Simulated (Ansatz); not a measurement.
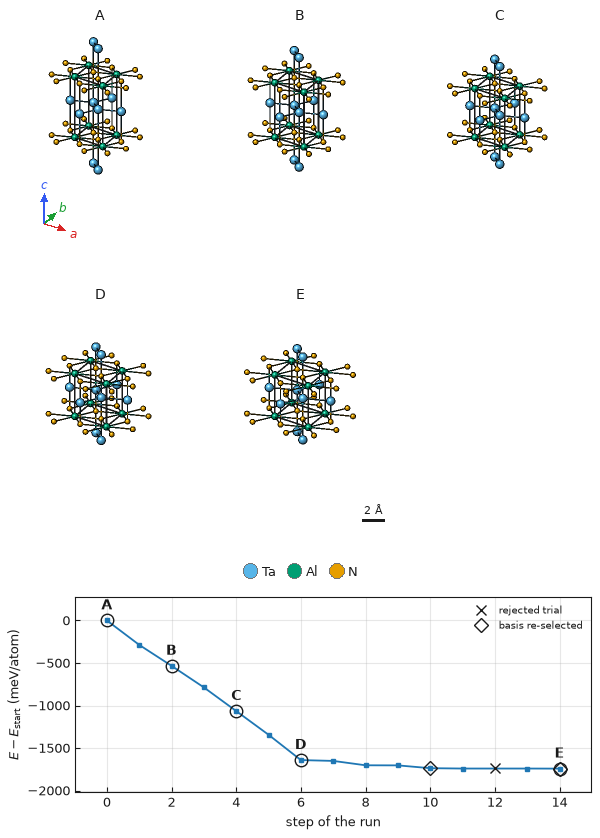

Frames of a relaxation of crystalline Ta₂AlN₂ (a generated structure, set up in P6/mmm) (coarse preliminary run), marked on the history of the run. The picture is a ball-and-stick view of the cell of the calculation, seen from a free direction.

Theory: Ansatz, DFT PBE, scalar-relativistic, plane waves, PAW.

Input
```yaml
crystal:
  lattice:
    - [3.92834634, 0.0, 0.0]
    - [-1.96417317, 3.40204772, 0.0]
    - [0.0, 0.0, 5.84181574]
  atoms:
    - { symbol: Ta, position: [0.33333333, 0.66666667, 0.5] }
    - { symbol: Ta, position: [0.66666667, 0.33333333, 0.5] }
    - { symbol: Al, position: [0.0, 0.0, 0.0] }
    - { symbol: "N", position: [0.33333333, 0.66666667, 0.0] }
    - { symbol: "N", position: [0.66666667, 0.33333333, 0.0] }
basis:
  ecutwfc: 420
kpoints:
  mp_grid: { grid: [6, 6, 4] }
hamiltonian:
  xc: pbe
scf:
  occupations: { method: gaussian, width: 0.1 }
  lower_state_search: "off"
output:
  forces: true
  stress: true
  eigenvalues: true
relax:
  adjacent_minimum: "off"
  f_tol: 0.04
  max_steps: 70
  cell: { stress_tol: 0.4 }
```

Launched with:
```bash
ansatz run input.yaml --threads 1 --pin off --max-ram 2560MiB --backend cpu --events-out ev --progress --plain --runs-dir out
```

Question: What happens along the run?

Answer: Over 11 accepted moves (14 points after the start) the energy falls by 1742 meV per atom. All forces vanish by symmetry, so only the cell relaxes. Pressure: 9.02 GPa at the start and 0.10 GPa at the end. The line search rejected the trial step at point 12 of the run. The SCF was repeated twice at an unchanged geometry on a basis and grid sized afresh for the cell, which shifted the energy by 33.0 meV per atom at most. No atom moves by more than 0.005 Å relative to the cell. The drawn cell changes as follows: a = b 3.928 → 4.724 Å (+20.2 %), c 5.842 → 3.992 Å (−31.7 %); the volume changes by −1.2 %. Among the contacts that change: Ta1–N4 2.921 → 1.996 Å, Ta1–Ta2 2.268 → 2.727 Å, Al3–N4 2.268 → 2.727 Å. The space group stays P6/mmm (No. 191). From step 0 to 2: volume −1.5 %, energy −533 meV per atom. From step 2 to 4: volume −6.0 %, energy −532 meV per atom. From step 4 to 6: volume −2.1 %, energy −577 meV per atom. From step 6 to 14: volume +9.0 %, energy −100 meV per atom.
